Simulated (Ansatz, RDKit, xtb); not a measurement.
# Isomers of C3H6Cl2Si2, a sample narrowed down, part 1 of 2

Which of a sample of isomers of C3H6Cl2Si2 is the most stable in the gas at 298.15 K, and what are its properties? The sample is small against all isomers, and the most stable one of this formula need not be in it.

Plan: many cheap relaxations first (GFN2-xTB), then density-functional screening, relaxation at PBE-D3(BJ)/def2-SVP, vibrations (at GFN2-xTB) and a final energy. The numbers are computed, not measured.

### 1 Possible bonding patterns

Isomers were taken from a list of plausible structures; this is a sample, not all of them. That gives 7 candidates.

| label | SMILES | spin |
| --- | --- | --- |
| c159 | ClC[SiH2]C#C[SiH2]Cl | singlet |
| c412 | [SiH3]C#C[Si@H](Cl)CCl | singlet |
| c420 | C#CC[Si]([SiH3])(Cl)Cl | singlet |
| c463 | ClC(Cl)[Si@@H]1C=C[SiH2]1 | singlet |
| c711 | ClC1=C(Cl)[SiH2][SiH2]C1 | singlet |
| c723 | Cl[C@@H]1C=C[SiH2][Si@@H]1Cl | singlet |
| c743 | [SiH3]C#C[SiH2]C(Cl)Cl | singlet |

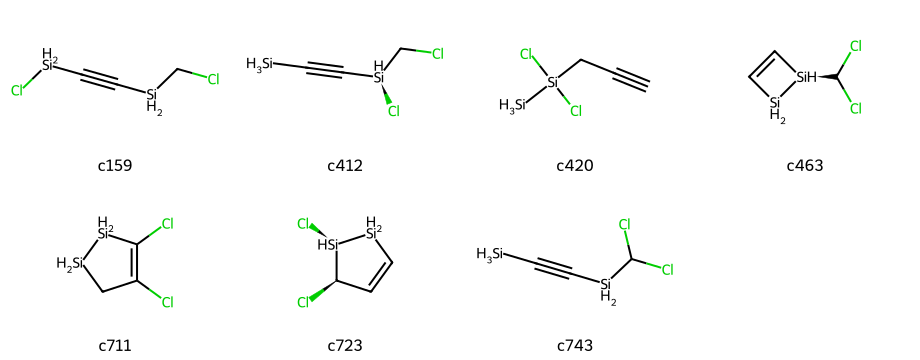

Structural formulas of the candidates.

Candidates are built by distance geometry, with a force field where one applies, in up to four conformers (letters a to d).

### 2 Cheap relaxation of all starts

All 14 starts are relaxed the same way. One of them, c412a (taken from a list of plausible isomers, embedded by distance geometry and MMFF94), in full:

The input, start.xyz:

```xyz
13
c412a
C     -1.989062     1.577079    -0.598550
C     -1.000939     1.036584    -1.046383
C      0.916584     0.744943    -3.477853
Cl     2.095308     0.861499    -0.533952
Cl    -0.400779     0.138251    -4.534416
Si    -3.532022     2.378284     0.182449
Si     0.490896     0.281593    -1.696465
H     -4.769565     1.572845    -0.285431
H     -3.473575     2.459787     1.627908
H     -3.716478     3.769711    -0.390871
H      0.466012    -1.188474    -1.592871
H      1.826045     0.346983    -3.799293
H      0.937483     1.837454    -3.564643
```

Command:

```bash
$ xtb start.xyz --gfn 2 --opt
```

Log, shortened:

```text
* xtb version 6.7.1
[...]
          :  # basis functions                  58          :
[...]
          :  # electrons                        40          :
[...]
          :  Hamiltonian                  GFN2-xTB          :
[...]
          :  net charge                          0          :
          :  unpaired electrons                  0          :
[...]
   *** convergence criteria satisfied after 16 iterations ***
[...]
   *** GEOMETRY OPTIMIZATION CONVERGED AFTER 13 ITERATIONS ***
[...]
   *** convergence criteria satisfied after 3 iterations ***
[...]
         ::                     SUMMARY                     ::
         :::::::::::::::::::::::::::::::::::::::::::::::::::::
         :: total energy             -22.011077526175 Eh    ::
         :: gradient norm              0.000195433476 Eh/a0 ::
         :: HOMO-LUMO gap              4.011116908738 eV    ::
         ::.................................................::
         :: SCC energy               -22.240729534160 Eh    ::
         :: -> isotropic ES            0.037855168672 Eh    ::
         :: -> anisotropic ES         -0.001867521219 Eh    ::
         :: -> anisotropic XC          0.011005102793 Eh    ::
         :: -> dispersion             -0.011058996658 Eh    ::
         :: repulsion energy           0.229652007985 Eh    ::
         :: add. restraining           0.000000000000 Eh    ::
         :: total charge              -0.000000000000 e     ::
         :::::::::::::::::::::::::::::::::::::::::::::::::::::
[...]
        20        2.0000           -0.3998509             -10.8805 (HOMO)
        21                         -0.2524450              -6.8694 (LUMO)
[...]
     #   Z          covCN         q      C6AA      α(0)
     1   6 C        1.862    -0.109    34.168     9.442
     2   6 C        1.863    -0.106    34.075     9.429
     3   6 C        3.609    -0.070    22.406     6.837
     4  17 Cl       0.804    -0.245   106.796    15.809
     5  17 Cl       0.967    -0.230   106.445    15.784
     6  14 Si       3.636     0.457    98.715    19.057
     7  14 Si       3.557     0.519    98.412    19.100
     8   1 H        0.918    -0.093     5.333     3.612
     9   1 H        0.918    -0.095     5.383     3.629
    10   1 H        0.918    -0.093     5.318     3.607
    11   1 H        0.919    -0.039     3.824     3.059
    12   1 H        0.925     0.050     2.315     2.379
    13   1 H        0.925     0.053     2.285     2.364
[...]
     #   Z sym  total        # sym  WBO       # sym  WBO       # sym  WBO
 ---------------------------------------------------------------------------
     1   6 C    3.927 --     2 C    2.834     6 Si   0.914
     2   6 C    3.964 --     1 C    2.834     7 Si   0.951
     3   6 C    3.893 --    12 H    0.989    13 H    0.988     5 Cl   0.962
                             7 Si   0.835
     4  17 Cl   1.207 --     7 Si   1.076
     5  17 Cl   0.988 --     3 C    0.962
     6  14 Si   3.668 --     1 C    0.914    10 H    0.895     8 H    0.894
                             9 H    0.894
     7  14 Si   3.840 --     4 Cl   1.076     2 C    0.951    11 H    0.875
                             3 C    0.835
     8   1 H    0.989 --     6 Si   0.894
     9   1 H    0.989 --     6 Si   0.894
    10   1 H    0.990 --     6 Si   0.895
[...]
molecular dipole:
                 x           y           z       tot (Debye)
 q only:       -0.512       0.115       0.708
   full:       -0.351       0.203       0.372       1.399
molecular quadrupole (traceless):
[...]
          | TOTAL ENERGY              -22.011077526175 Eh   |
          | GRADIENT NORM               0.000195433476 Eh/α |
          | HOMO-LUMO GAP               4.011116908738 eV   |
           -------------------------------------------------
[...]
```

Run time: 0.12 s. Hardware: 4 threads of Intel Xeon Platinum 8375C at 2.90GHz (Ice Lake), shared host.

### 3 The minima found

14 of the 14 relaxations converged. 14 distinct structures remain:

| label | start | SMILES after | spin | energy (kcal/mol) |
| --- | --- | --- | --- | --- |
| c420a | drawn | C#CC[Si]([SiH3])(Cl)Cl | singlet | 0.0 |
| c420b | drawn | C#CC[Si]([SiH3])(Cl)Cl | singlet | 0.7 |
| c723a | drawn | Cl[C@@H]1C=C[SiH2][Si@@H]1Cl | singlet | 4.1 |
| c159a | drawn | ClC[SiH2]C#C[SiH2]Cl | singlet | 18.9 |
| c159b | drawn | ClC[SiH2]C#C[SiH2]Cl | singlet | 19.2 |
| c711a | drawn | ClC1=C(Cl)[SiH2][SiH2]C1 | singlet | 20.7 |
| c412a | drawn | [SiH3]C#C[Si@H](Cl)CCl | singlet | 20.9 |
| c412b | drawn | [SiH3]C#C[Si@H](Cl)CCl | singlet | 21.3 |
| c412c | drawn | [SiH3]C#C[Si@H](Cl)CCl | singlet | 21.6 |
| c743a | drawn | [SiH3]C#C[SiH2]C(Cl)Cl | singlet | 49.8 |
| c743b | drawn | [SiH3]C#C[SiH2]C(Cl)Cl | singlet | 50.0 |
| c463b | drawn | ClC(Cl)[Si@@H]1C=C[SiH2]1 | singlet | 59.3 |
| c463c | drawn | ClC(Cl)[Si@@H]1C=C[SiH2]1 | singlet | 60.0 |
| c463a | drawn | ClC(Cl)[Si@@H]1C=C[SiH2]1 | singlet | 60.1 |

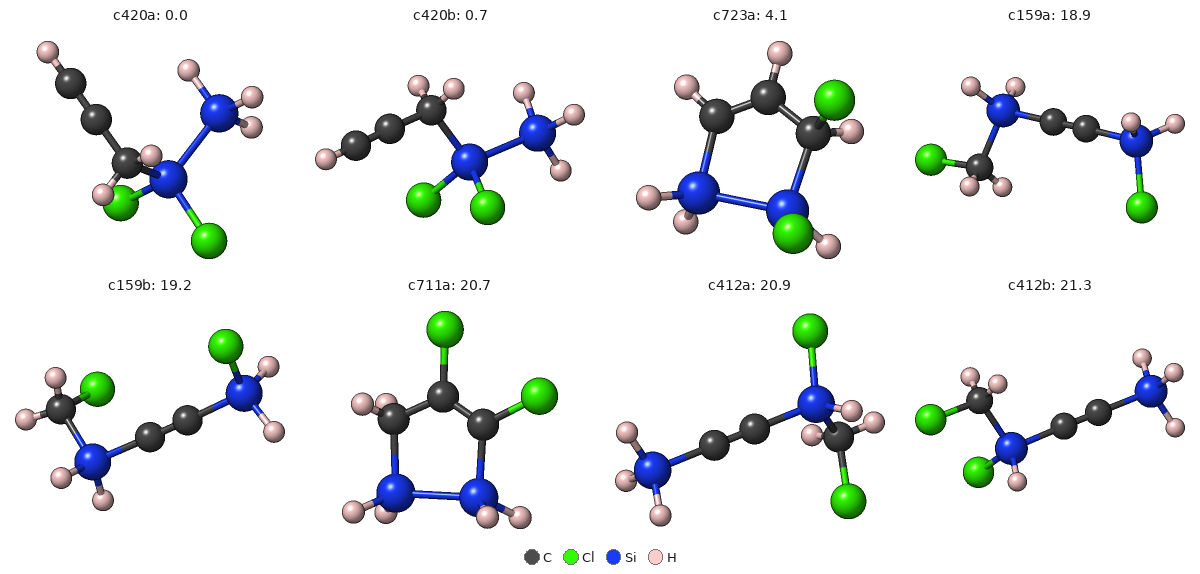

The 8 lowest minima that did not fall apart, with their GFN2-xTB energies in kcal/mol.

### 4 Single points on the low minima

A choice of the minima (the low ones first, few conformers of a pattern, up to a cap) and the lowest that fell apart get a single point at r2SCAN-D4/def2-SVP on the tight-binding geometry, and one at HF/STO-3G for comparison. The lowest singlets are also tried as triplets at the same geometry (label ending in t). Within 30 kcal/mol but not screened, among others: c412c. The first, c420a:

The input, input.yaml:

```yaml
crystal:
  periodic: [false, false, false]
  atoms:
    - {symbol: C, position_ang: [-0.122157, 2.946811, 0.308250]}
    - {symbol: C, position_ang: [-0.150684, 1.820682, -0.096687]}
    - {symbol: C, position_ang: [-0.197298, 0.474322, -0.613344]}
    - {symbol: Cl, position_ang: [-2.435107, 1.101494, -2.781071]}
    - {symbol: Cl, position_ang: [-0.525259, -1.551943, -2.999788]}
    - {symbol: Si, position_ang: [-0.524352, 0.437441, -2.512534]}
    - {symbol: Si, position_ang: [1.018765, 1.661318, -3.746775]}
    - {symbol: H, position_ang: [-0.095397, 3.923010, 0.690009]}
    - {symbol: H, position_ang: [0.751573, -0.020911, -0.391372]}
    - {symbol: H, position_ang: [-0.981336, -0.075459, -0.083525]}
    - {symbol: H, position_ang: [2.372648, 1.160260, -3.496822]}
    - {symbol: H, position_ang: [0.775301, 1.571202, -5.188581]}
    - {symbol: H, position_ang: [0.976579, 3.071926, -3.362998]}
basis:
  gaussian: {orbitals: def2-SVP}
hamiltonian: {xc: {name: r2SCAN}, dispersion: d4}
scf: {lower_state_search: off}
```

Command:

```bash
$ ansatz run input.yaml --threads 4 --pin off --max-ram 7830MiB --events-out events.jsonl --progress --plain --runs-dir runs
```

Log, shortened:

```text
Warning: RAYON_NUM_THREADS=4 ignored (pool sized by the plan → 4); use --threads N
Functional definition: r2SCAN
  name "r2SCAN"
[...]
1604 factors; their error is unknown
[...]
mean field -43990.16037449 eV, -1616.6085761607 hartree, gradient 2.2e-6 eV, S^2 0.000000; 0 other end points of the search recorded, 0 dependent functions left out
reference -43990.16038564 eV, -1616.6085765706 hartree; 43, 43 occupied and 101, 101 virtual orbitals, 1604 factors
Total energy: -43990.27712378 eV, -1616.6128666181 hartree
Checks for a lower state left out: stability, starts, cluster_reference, orbital_swaps, neighbouring_geometries, increment
```

It took 1.3 s on 4 threads of Intel Xeon Platinum 8375C at 2.90GHz (Ice Lake), shared host; peak memory 0.27 GiB.

Relative energies in kcal/mol, each column from its lowest structure that stays in one piece:

| label | SMILES | spin | GFN2-xTB | HF/STO-3G | r2SCAN-D4/def2-SVP |
| --- | --- | --- | --- | --- | --- |
| c420a | C#CC[Si]([SiH3])(Cl)Cl | singlet | 0.0 | 3.7 | 0.0 |
| c420b | C#CC[Si]([SiH3])(Cl)Cl | singlet | 0.7 | 5.3 | 1.4 |
| c723a | Cl[C@@H]1C=C[SiH2][Si@@H]1Cl | singlet | 4.1 | 0.0 | 4.0 |
| c412a | [SiH3]C#C[Si@H](Cl)CCl | singlet | 20.9 | 20.8 | 22.5 |
| c412b | [SiH3]C#C[Si@H](Cl)CCl | singlet | 21.3 | 22.2 | 23.3 |
| c159a | ClC[SiH2]C#C[SiH2]Cl | singlet | 18.9 | 20.8 | 24.5 |
| c159b | ClC[SiH2]C#C[SiH2]Cl | singlet | 19.2 | 21.2 | 25.0 |
| c711a | ClC1=C(Cl)[SiH2][SiH2]C1 | singlet | 20.7 | 29.2 | 30.1 |
| c723at | Cl[C@@H]1C=C[SiH2][Si@@H]1Cl | triplet | – | – | 97.0 |
| c420at | C#CC[Si]([SiH3])(Cl)Cl | triplet | – | – | 122.4 |

### 5 Relaxing the best candidates

3 candidates are relaxed at PBE-D3(BJ)/def2-SVP (chosen among the lowest in one piece, one conformer a pattern). The first, c420a:

input.yaml, as its differences from that of step 4:

```diff
@@ -17,4 +17,10 @@
 basis:
-  gaussian: {orbitals: def2-SVP}
-hamiltonian: {xc: {name: r2SCAN}, dispersion: d4}
-scf: {lower_state_search: off}
+  gaussian:
+    orbitals: def2-SVP
+hamiltonian:
+  xc: pbe
+  dispersion: d3bj
+scf:
+  lower_state_search: "off"
+relax:
+  f_tol: 0.006
```

Command:

```bash
$ ansatz run input.yaml --threads 4 --pin off --max-ram 7830MiB --events-out events.jsonl --progress --plain --runs-dir runs
```

Log, shortened:

```text
Warning: RAYON_NUM_THREADS=4 ignored (pool sized by the plan → 4); use --threads N
[...]
Functional definition: PBE
  name "PBE"
[...]
1604 factors; their error is unknown
[...]
mean field -43972.16147072 eV, -1615.9471286473 hartree, gradient 2.9e-6 eV, S^2 0.000000; 0 other end points of the search recorded, 0 dependent functions left out
[...]
reference -43972.16151201 eV, -1615.9471301646 hartree; 43, 43 occupied and 101, 101 virtual orbitals, 1604 factors
relax step   1: F+E_penalty+E_count = -43972.60071725 eV  Δ(F+E_penalty+E_count) = +0.000e0 eV  max|allowed force component| = 2.124e0 eV/Å  Δτ_max = 0.0000 Å  (19 SCF iters, accepted)
[...]
relax step   5: F+E_penalty+E_count = -43972.80660301 eV  Δ(F+E_penalty+E_count) = -1.250e-3 eV  max|allowed force component| = 5.071e-2 eV/Å  Δτ_max = 0.0226 Å  (20 SCF iters, accepted)
[...]
Atom 4 at    -0.401764    -1.564820    -3.105109 Å, force     0.000180    -0.001351    -0.000289 eV/Å
Atom 5 at    -0.538185     0.417420    -2.457743 Å, force    -0.000607     0.001150     0.000006 eV/Å
Atom 6 at     0.985598     1.729617    -3.664291 Å, force    -0.001332    -0.001206     0.000058 eV/Å
Atom 7 at     0.117725     3.991110     0.505579 Å, force    -0.000222     0.001256    -0.001179 eV/Å
Atom 8 at     0.670741    -0.186064    -0.382720 Å, force     0.001300    -0.000297     0.001007 eV/Å
Atom 9 at    -1.094893    -0.113429    -0.089658 Å, force    -0.000943    -0.000667    -0.000002 eV/Å
Atom 10 at     2.384947     1.325961    -3.286438 Å, force     0.001909    -0.000149     0.000213 eV/Å
Atom 11 at     0.766694     1.468598    -5.127958 Å, force    -0.000190     0.000054    -0.000956 eV/Å
Atom 12 at     0.774603     3.186047    -3.367551 Å, force    -0.000165     0.001267     0.000341 eV/Å
Dipole moment:     0.222604     0.107323     0.164416 e Å
Checks for a lower state left out: stability, starts, cluster_reference, orbital_swaps, neighbouring_geometries, increment
```

It took 16 s on 4 threads of Intel Xeon Platinum 8375C at 2.90GHz (Ice Lake), shared host; peak memory 0.27 GiB.

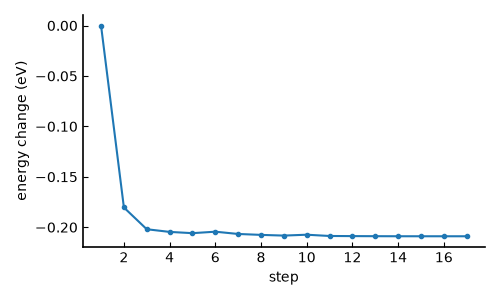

Energy along the run, all evaluated steps.

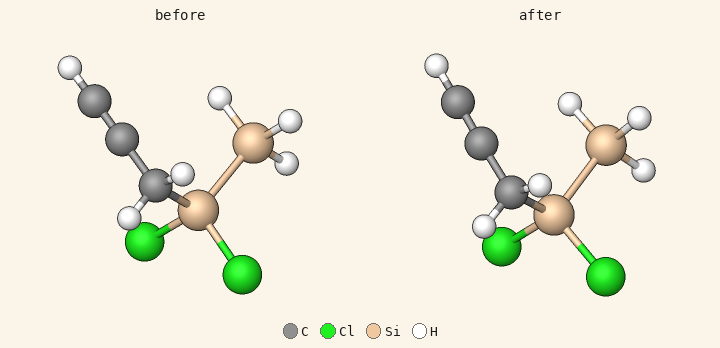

Before and after, at one scale.

After the run. Bond lengths: C1–C2 1.224 Å, C2–C3 1.452 Å, C3–Si6 1.905 Å, Cl4–Si6 2.083 Å, Cl5–Si6 2.090 Å, Si6–Si7 2.345 Å, C1–H8 1.081 Å, C3–H9 1.112 Å, C3–H10 1.112 Å, Si7–H11 1.505 Å, Si7–H12 1.503 Å, Si7–H13 1.501 Å. Some angles: C1–C2–C3 175.9°, C2–C3–Si6 109.4°, C3–Si6–Cl4 108.4°, C3–Si6–Cl5 107.1°, C3–Si6–Si7 114.2°, Cl4–Si6–Cl5 108.8°, Cl4–Si6–Si7 109.0°, Cl5–Si6–Si7 109.2°, C2–C1–H8 178.6°, C2–C3–H9 111.8°.

(Continued in part 2 of 2.)
